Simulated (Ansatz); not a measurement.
**SiNH5: geometry relaxation**

- system: SiNH5
- method: RHF/def2-TZVP (Ansatz 0.2.0)

It belongs to a series of runs on one base structure; here: end point A relaxed. Figures and captions count atoms from 1; the log counts them from 0 in places.

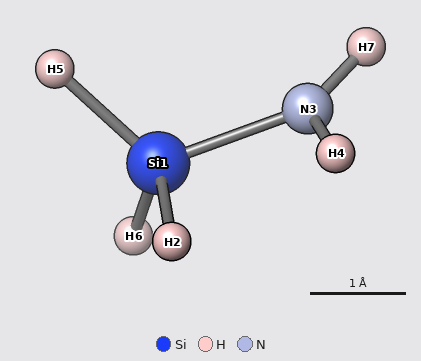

Figure 1. The input geometry (ball-and-stick view, seen at a tilt; atoms are numbered from 1 in the order of the input).

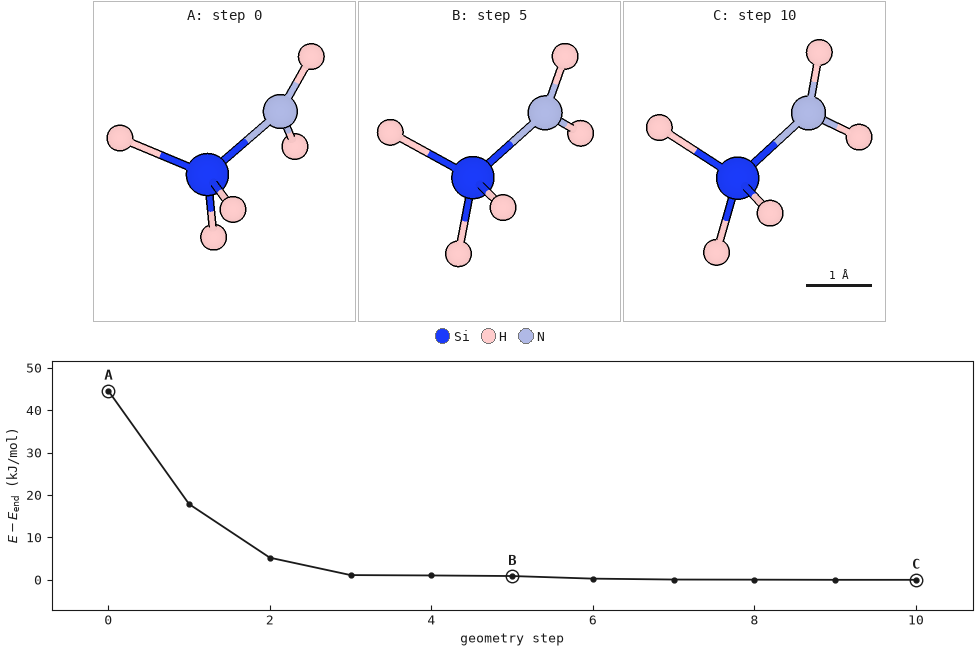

Figure 2. Frames of the relaxation (ball-and-stick view, seen at a tilt) above the curves, on which the letters mark them (the first geometry is step 0 here and step 1 in the log).

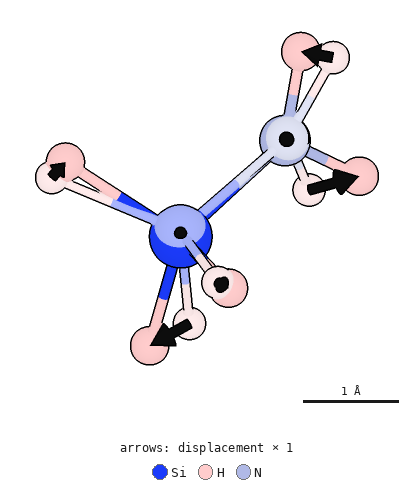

Figure 3. Start (faint) and end (solid) with the displacements as black arrows, at true length (ball-and-stick view, seen at a tilt). The two geometries are laid on each other by the best rigid fit. The atom that moves furthest after the best rigid fit is H4 (0.58 Å). Largest moves by element: H 0.58 Å, N 0.14 Å, Si 0.10 Å. Among the contacts that change: Si1–H2 1.440 → 1.476 Å, Si1–N3 1.687 → 1.711 Å, N3–H4 1.003 → 0.994 Å, N3–H7 0.988 → 0.994 Å. Among the angles that change: Si1–N3–H4 102.4° → 121.4°, H2–Si1–N3 90.2° → 108.4°, Si1–N3–H7 138.9° → 121.5°. After 10 geometry steps the energy has fallen by 44.6 kJ/mol. Largest force component: 1.2 eV/Å at the start, 0.016 eV/Å at the end. (Atoms are counted from 1 in the order of the input.)

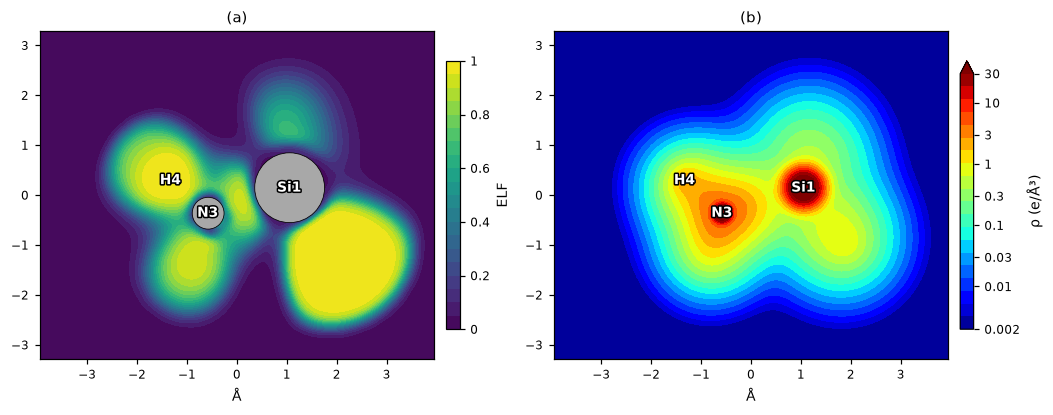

Figure 4. (a) electron localisation function; (b) electron density on the plane of atoms Si1, N3 and H4. Grey discs, where drawn, cover atomic cores. Atoms in the plane: Si, N and H.

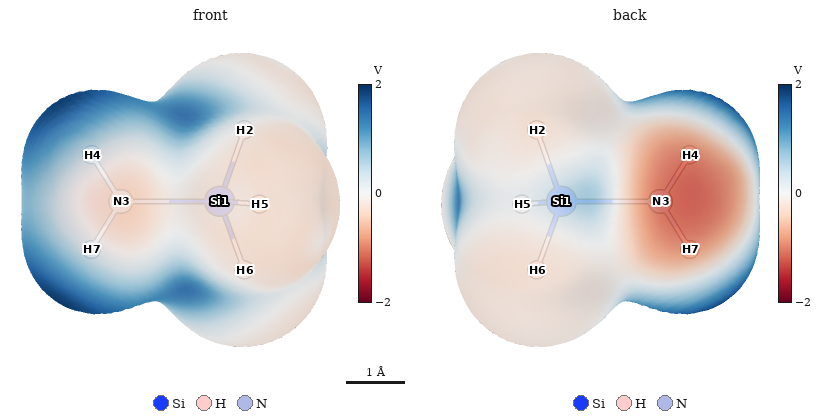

Figure 5. The molecular electrostatic potential painted on the density surface at 0.002 e/bohr³, seen face on and from behind; the colour scale runs from red (negative) to blue (positive).

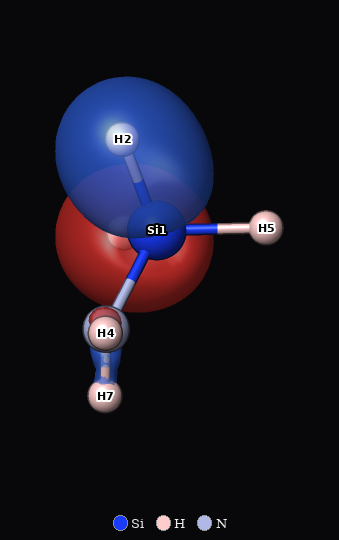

Figure 6. One frontier orbital at ±0.15 Å⁻³ᐟ² (blue and red are the two phases), seen at an oblique angle. The HOMO−1, at −12.91 eV. By Hirshfeld shares it lies mainly on Si1 (40 %), H2 (25 %) and H6 (25 %).

The input and output of the run follow.

### Input file
```yaml
crystal:
  periodic: [false, false, false]
  atoms:
    - { symbol: Si, position_ang: [-0.563352, -0.316398, 0.199878] }
    - { symbol: H, position_ang: [0.22595, -0.608768, 1.367673] }
    - { symbol: "N", position_ang: [0.742773, 0.503456, -0.484106] }
    - { symbol: H, position_ang: [1.44313, 0.427609, 0.229818] }
    - { symbol: H, position_ang: [-1.766386, 0.488091, 0.501219] }
    - { symbol: H, position_ang: [-1.032347, -1.519986, -0.518051] }
    - { symbol: H, position_ang: [0.950232, 1.026194, -1.29643] }
basis:
  gaussian: { orbitals: def2-TZVP }
hamiltonian:
  xc: hf
relax:
  f_tol: 0.03
  max_steps: 50
output:
  orbitals: {}
```

Run as:
```bash
ansatz run input.yaml --threads 2 --pin off --max-ram 3072MiB --backend cpu --events-out ev --progress --plain --runs-dir out
```

### What the program printed
```
The last accepted step is kept in [file] (removed where the run ends without a failure and the disk answers)
Engine: ansatz 0.2.0, x86_64-unknown-linux-gnu
Functional definition: HF
  exchange = exact_x
  correlation = 0
710 factors; their error is unknown
mean field evaluation 1: about -9421.4286 eV, gradient 3.4e1 eV
mean field evaluation 2: about -9423.2677 eV, gradient 1.9e1 eV
mean field evaluation 4: about -9423.9867 eV, gradient 2.6e-1 eV
mean field evaluation 8: about -9424.1630 eV, gradient 4.3e-1 eV
mean field -9424.16319382 eV, -346.3316094456 hartree, gradient 1.1e-5 eV, S^2 0.000000; 0 other end points of the search recorded, 0 dependent functions left out
the calculation of the forces begins
reference -9424.16319382 eV, -346.3316094456 hartree; 13, 13 occupied and 85, 85 virtual orbitals, 710 factors
relax step   1: F+E_penalty+E_count = -9424.16319382 eV  Δ(F+E_penalty+E_count) = +0.000e0 eV  max|allowed force component| = 1.187e0 eV/Å  Δτ_max = 0.0000 Å  (31 SCF iters, accepted)
these checks for a lower state are left out or cut short: starts, cluster_reference, orbital_swaps, neighbouring_geometries, increment
710 factors; their error is unknown
mean field evaluation 16: about -9424.2646 eV, gradient 4.8e-2 eV
mean field -9424.44028082 eV, -346.3417922052 hartree, gradient 1.4e-5 eV, S^2 0.000000; 0 other end points of the search recorded, 0 dependent functions left out
the calculation of the forces begins
reference -9424.44028082 eV, -346.3417922052 hartree; 13, 13 occupied and 85, 85 virtual orbitals, 710 factors
relax step   2: F+E_penalty+E_count = -9424.44028082 eV  Δ(F+E_penalty+E_count) = -2.771e-1 eV  max|allowed force component| = 7.962e-1 eV/Å  Δτ_max = 0.1955 Å  (26 SCF iters, accepted)
these checks for a lower state are left out or cut short: starts, cluster_reference, orbital_swaps, neighbouring_geometries, increment
710 factors; their error is unknown
mean field -9424.57131978 eV, -346.3466077982 hartree, gradient 8.5e-6 eV, S^2 0.000000; 0 other end points of the search recorded, 0 dependent functions left out
the calculation of the forces begins
reference -9424.57131978 eV, -346.3466077982 hartree; 13, 13 occupied and 85, 85 virtual orbitals, 710 factors
relax step   3: F+E_penalty+E_count = -9424.57131978 eV  Δ(F+E_penalty+E_count) = -1.310e-1 eV  max|allowed force component| = 1.074e0 eV/Å  Δτ_max = 0.2000 Å  (32 SCF iters, accepted)
these checks for a lower state are left out or cut short: starts, cluster_reference, orbital_swaps, neighbouring_geometries, increment
710 factors; their error is unknown
mean field evaluation 32: about -9424.6139 eV, gradient 2.2e-3 eV
mean field -9424.61385811 eV, -346.3481710530 hartree, gradient 1.1e-5 eV, S^2 0.000000; 0 other end points of the search recorded, 0 dependent functions left out
the calculation of the forces begins
reference -9424.61385811 eV, -346.3481710530 hartree; 13, 13 occupied and 85, 85 virtual orbitals, 710 factors
relax step   4: F+E_penalty+E_count = -9424.61385811 eV  Δ(F+E_penalty+E_count) = -4.254e-2 eV  max|allowed force component| = 2.134e-1 eV/Å  Δτ_max = 0.0826 Å  (27 SCF iters, accepted)
these checks for a lower state are left out or cut short: starts, cluster_reference, orbital_swaps, neighbouring_geometries, increment
710 factors; their error is unknown
mean field -9424.61475147 eV, -346.3482038831 hartree, gradient 9.1e-6 eV, S^2 0.000000; 0 other end points of the search recorded, 0 dependent functions left out
the calculation of the forces begins
reference -9424.61475147 eV, -346.3482038831 hartree; 13, 13 occupied and 85, 85 virtual orbitals, 710 factors
relax step   5: F+E_penalty+E_count = -9424.61475147 eV  Δ(F+E_penalty+E_count) = -8.934e-4 eV  max|allowed force component| = 3.147e-2 eV/Å  Δτ_max = 0.0041 Å  (28 SCF iters, accepted)
these checks for a lower state are left out or cut short: starts, cluster_reference, orbital_swaps, neighbouring_geometries, increment
710 factors; their error is unknown
mean field -9424.61617038 eV, -346.3482560271 hartree, gradient 2.6e-5 eV, S^2 0.000000; 0 other end points of the search recorded, 0 dependent functions left out
the calculation of the forces begins
reference -9424.61617038 eV, -346.3482560271 hartree; 13, 13 occupied and 85, 85 virtual orbitals, 710 factors
relax step   6: F+E_penalty+E_count = -9424.61617038 eV  Δ(F+E_penalty+E_count) = -1.419e-3 eV  max|allowed force component| = 2.837e-1 eV/Å  Δτ_max = 0.1134 Å  (26 SCF iters, accepted)
these checks for a lower state are left out or cut short: starts, cluster_reference, orbital_swaps, neighbouring_geometries, increment
710 factors; their error is unknown
mean field -9424.62253682 eV, -346.3484899897 hartree, gradient 1.1e-5 eV, S^2 0.000000; 0 other end points of the search recorded, 0 dependent functions left out
the calculation of the forces begins
reference -9424.62253682 eV, -346.3484899897 hartree; 13, 13 occupied and 85, 85 virtual orbitals, 710 factors
relax step   7: F+E_penalty+E_count = -9424.62253682 eV  Δ(F+E_penalty+E_count) = -6.366e-3 eV  max|allowed force component| = 7.697e-2 eV/Å  Δτ_max = 0.1296 Å  (35 SCF iters, accepted)
these checks for a lower state are left out or cut short: starts, cluster_reference, orbital_swaps, neighbouring_geometries, increment
710 factors; their error is unknown
mean field -9424.62476031 eV, -346.3485717014 hartree, gradient 1.6e-5 eV, S^2 0.000000; 0 other end points of the search recorded, 0 dependent functions left out
the calculation of the forces begins
reference -9424.62476031 eV, -346.3485717014 hartree; 13, 13 occupied and 85, 85 virtual orbitals, 710 factors
relax step   8: F+E_penalty+E_count = -9424.62476031 eV  Δ(F+E_penalty+E_count) = -2.223e-3 eV  max|allowed force component| = 4.305e-2 eV/Å  Δτ_max = 0.0777 Å  (26 SCF iters, accepted)
these checks for a lower state are left out or cut short: starts, cluster_reference, orbital_swaps, neighbouring_geometries, increment
710 factors; their error is unknown
mean field evaluation 64: about -9424.6250 eV, gradient 1.2e-5 eV
mean field -9424.62504610 eV, -346.3485822040 hartree, gradient 1.2e-5 eV, S^2 0.000000; 0 other end points of the search recorded, 0 dependent functions left out
the calculation of the forces begins
reference -9424.62504610 eV, -346.3485822040 hartree; 13, 13 occupied and 85, 85 virtual orbitals, 710 factors
relax step   9: F+E_penalty+E_count = -9424.62504610 eV  Δ(F+E_penalty+E_count) = -2.858e-4 eV  max|allowed force component| = 5.134e-2 eV/Å  Δτ_max = 0.0315 Å  (27 SCF iters, accepted)
these checks for a lower state are left out or cut short: starts, cluster_reference, orbital_swaps, neighbouring_geometries, increment
710 factors; their error is unknown
mean field -9424.62543472 eV, -346.3485964852 hartree, gradient 1.3e-5 eV, S^2 0.000000; 0 other end points of the search recorded, 0 dependent functions left out
the calculation of the forces begins
reference -9424.62543472 eV, -346.3485964852 hartree; 13, 13 occupied and 85, 85 virtual orbitals, 710 factors
relax step  10: F+E_penalty+E_count = -9424.62543472 eV  Δ(F+E_penalty+E_count) = -3.886e-4 eV  max|allowed force component| = 3.327e-2 eV/Å  Δτ_max = 0.0362 Å  (28 SCF iters, accepted)
these checks for a lower state are left out or cut short: starts, cluster_reference, orbital_swaps, neighbouring_geometries, increment
710 factors; their error is unknown
mean field -9424.62545538 eV, -346.3485972447 hartree, gradient 1.2e-5 eV, S^2 0.000000; 0 other end points of the search recorded, 0 dependent functions left out
the calculation of the forces begins
reference -9424.62545538 eV, -346.3485972447 hartree; 13, 13 occupied and 85, 85 virtual orbitals, 710 factors
relax step  11: F+E_penalty+E_count = -9424.62545538 eV  Δ(F+E_penalty+E_count) = -2.067e-5 eV  max|allowed force component| = 1.640e-2 eV/Å  Δτ_max = 0.0194 Å  (28 SCF iters, accepted)
710 factors; their error is unknown
mean field evaluation 96: about -9422.2268 eV, gradient 3.3e1 eV
mean field -9424.62545538 eV, -346.3485972447 hartree, gradient 1.2e-5 eV, S^2 0.000000; 1 other end points of the search recorded, 0 dependent functions left out
the calculation of the forces begins
reference -9424.62545538 eV, -346.3485972447 hartree; 13, 13 occupied and 85, 85 virtual orbitals, 710 factors
Total energy: -9424.62545538 eV, -346.3485972447 hartree
Atom 0 at    -0.499755    -0.332993     0.276967 Å, force     0.006737    -0.013194    -0.016397 eV/Å
Atom 1 at    -0.071083    -0.956592     1.544123 Å, force    -0.006165     0.008074     0.002442 eV/Å
Atom 2 at     0.860607     0.412693    -0.443840 Å, force     0.007196     0.013024     0.009090 eV/Å
Atom 3 at     1.488420     0.970460     0.088595 Å, force    -0.009423    -0.009153    -0.013862 eV/Å
Atom 4 at    -1.623228     0.581576     0.590216 Å, force     0.004438     0.001158     0.006135 eV/Å
Atom 5 at    -1.013655    -1.355637    -0.654872 Å, force    -0.001043     0.000808     0.001071 eV/Å
Atom 6 at     0.858694     0.680691    -1.401188 Å, force    -0.001740    -0.000717     0.011519 eV/Å
Dipole moment:     0.128859     0.220677    -0.096257 e Å
```

### Trajectory as extended XYZ (Å, eV, eV/Å), 11 frames, from step=1 to step=11
```
7
Properties=species:S:1:pos:R:3:forces:R:3 step=1 energy=-9424.16319
Si   -0.5634   -0.3164    0.1999   -0.3251   0.1171  -0.4199
H     0.2260   -0.6088    1.3677   -0.4794  -0.8017   1.1871
N     0.7428    0.5035   -0.4841    0.3650  -0.0255   0.3052
H     1.4431    0.4276    0.2298    0.4232   0.7133  -1.0993
H    -1.7664    0.4881    0.5012   -0.0109   0.0071  -0.0009
H    -1.0323   -1.5200   -0.5181    0.0050  -0.0142   0.0050
H     0.9502    1.0262   -1.2964    0.0222   0.0039   0.0227
7
Properties=species:S:1:pos:R:3:forces:R:3 step=2 energy=-9424.44028
Si   -0.5347   -0.3131    0.2177   -0.2794  -0.0403  -0.1159
H     0.1102   -0.7148    1.4842   -0.2872  -0.1646   0.0998
N     0.7599    0.5213   -0.5018    0.1295  -0.3613   0.7962
H     1.5103    0.4904    0.1560    0.3628   0.4769  -0.6798
H    -1.7512    0.4862    0.4906    0.0854   0.0798  -0.0076
H    -1.0222   -1.5024   -0.5170    0.1100   0.0150  -0.0371
H     0.9277    1.0325   -1.3298   -0.1213  -0.0054  -0.0557
7
Properties=species:S:1:pos:R:3:forces:R:3 step=3 energy=-9424.57132
Si   -0.5462   -0.3360    0.2562    0.2958   0.1595  -0.0499
H     0.0060   -0.7835    1.5375   -0.1871  -0.2107   0.2634
N     0.7602    0.4970   -0.4318    1.0744   0.3719   0.0530
H     1.6361    0.5969    0.0427   -0.4445  -0.1919   0.0353
H    -1.7089    0.5403    0.4631   -0.2086  -0.0285   0.0453
H    -0.9659   -1.4788   -0.5683   -0.1586  -0.1304  -0.0091
H     0.8187    0.9642   -1.2994   -0.3714   0.0301  -0.3380
7
Properties=species:S:1:pos:R:3:forces:R:3 step=4 energy=-9424.61386
Si   -0.5133   -0.3247    0.2612   -0.0773  -0.0575   0.0396
H    -0.0555   -0.8263    1.5723   -0.0075   0.0045  -0.0086
N     0.7991    0.5098   -0.4340   -0.2134   0.0129  -0.1956
H     1.6644    0.6181    0.0296    0.1940   0.0470   0.0655
H    -1.7025    0.5358    0.4595    0.0343  -0.0070  -0.0055
H    -0.9630   -1.4676   -0.5663    0.0206   0.0299   0.0102
H     0.7709    0.9551   -1.3223    0.0494  -0.0299   0.0944
7
Properties=species:S:1:pos:R:3:forces:R:3 step=5 energy=-9424.61475
Si   -0.5148   -0.3264    0.2624   -0.0315  -0.0140   0.0084
H    -0.0575   -0.8270    1.5727    0.0019  -0.0049   0.0085
N     0.7965    0.5089   -0.4352    0.0313   0.0080  -0.0019
H     1.6665    0.6212    0.0279   -0.0111   0.0030  -0.0079
H    -1.7007    0.5357    0.4600    0.0005   0.0031   0.0022
H    -0.9625   -1.4666   -0.5666    0.0030  -0.0010  -0.0011
H     0.7725    0.9543   -1.3213    0.0058   0.0059  -0.0082
7
Properties=species:S:1:pos:R:3:forces:R:3 step=6 energy=-9424.61617
Si   -0.5105   -0.3306    0.2626   -0.0256  -0.0079   0.0235
H    -0.0564   -0.8566    1.5642    0.0065  -0.0022   0.0053
N     0.8182    0.4661   -0.4497   -0.2515  -0.0975  -0.2164
H     1.6210    0.7194    0.0620    0.2837   0.1023   0.2077
H    -1.6779    0.5501    0.4922   -0.0086   0.0029   0.0074
H    -0.9837   -1.4428   -0.5868   -0.0026   0.0001  -0.0117
H     0.7893    0.8946   -1.3444   -0.0018   0.0023  -0.0158
7
Properties=species:S:1:pos:R:3:forces:R:3 step=7 energy=-9424.62254
Si   -0.5054   -0.3328    0.2659   -0.0732  -0.0319   0.0412
H    -0.0583   -0.8951    1.5555    0.0017  -0.0011  -0.0101
N     0.8391    0.4311   -0.4549    0.0770   0.0214  -0.0431
H     1.5659    0.8335    0.0894   -0.0153   0.0111   0.0106
H    -1.6546    0.5637    0.5357    0.0100  -0.0025   0.0014
H    -1.0024   -1.4074   -0.6173    0.0050   0.0111   0.0009
H     0.8157    0.8071   -1.3742   -0.0051  -0.0082  -0.0010
7
Properties=species:S:1:pos:R:3:forces:R:3 step=8 energy=-9424.62476
Si   -0.5036   -0.3345    0.2711    0.0430   0.0220  -0.0234
H    -0.0631   -0.9232    1.5500   -0.0039  -0.0066   0.0080
N     0.8527    0.4176   -0.4519   -0.0323  -0.0372   0.0184
H     1.5274    0.9008    0.0942    0.0021   0.0179  -0.0016
H    -1.6376    0.5738    0.5610   -0.0076   0.0013   0.0064
H    -1.0083   -1.3834   -0.6360   -0.0082  -0.0026  -0.0024
H     0.8326    0.7491   -1.3884    0.0068   0.0051  -0.0055
7
Properties=species:S:1:pos:R:3:forces:R:3 step=9 energy=-9424.62505
Si   -0.4994   -0.3344    0.2709   -0.0421  -0.0263   0.0208
H    -0.0673   -0.9341    1.5479    0.0070   0.0011   0.0030
N     0.8607    0.4089   -0.4512   -0.0331  -0.0178  -0.0277
H     1.5095    0.9268    0.0930    0.0513   0.0364   0.0471
H    -1.6298    0.5774    0.5693    0.0137   0.0056  -0.0043
H    -1.0139   -1.3765   -0.6391    0.0097   0.0071  -0.0102
H     0.8402    0.7320   -1.3906   -0.0066  -0.0061  -0.0288
7
Properties=species:S:1:pos:R:3:forces:R:3 step=10 energy=-9424.62543
Si   -0.4998   -0.3345    0.2744   -0.0097  -0.0027   0.0020
H    -0.0698   -0.9474    1.5466   -0.0020  -0.0001  -0.0082
N     0.8597    0.4119   -0.4465   -0.0136  -0.0228   0.0101
H     1.4952    0.9546    0.0902    0.0266   0.0203   0.0240
H    -1.6243    0.5808    0.5839    0.0026  -0.0063  -0.0031
H    -1.0135   -1.3638   -0.6511    0.0038   0.0088   0.0084
H     0.8526    0.6988   -1.3975   -0.0077   0.0028  -0.0333
7
Properties=species:S:1:pos:R:3:forces:R:3 step=11 energy=-9424.62545
Si   -0.4998   -0.3330    0.2770    0.0067  -0.0132  -0.0164
H    -0.0711   -0.9566    1.5441   -0.0062   0.0081   0.0024
N     0.8606    0.4127   -0.4438    0.0072   0.0130   0.0091
H     1.4884    0.9705    0.0886   -0.0094  -0.0092  -0.0139
H    -1.6232    0.5816    0.5902    0.0044   0.0012   0.0061
H    -1.0137   -1.3556   -0.6549   -0.0010   0.0008   0.0011
H     0.8587    0.6807   -1.4012   -0.0017  -0.0007   0.0115
```

### Key numbers

| quantity | value |
| --- | --- |
| outcome | converged |
| total energy | −9424.6255 eV |
| mean-field energy | −9424.6255 eV |
| largest force (length of the vector) at the end | 0.022 eV/Å |
| hardware | 2 threads of Intel Xeon (Granite Rapids), 16 GiB of memory available, shared host |
| wall time | 4.2 s (CPU time 7.5 s) |
| peak memory | 0.16 GiB |
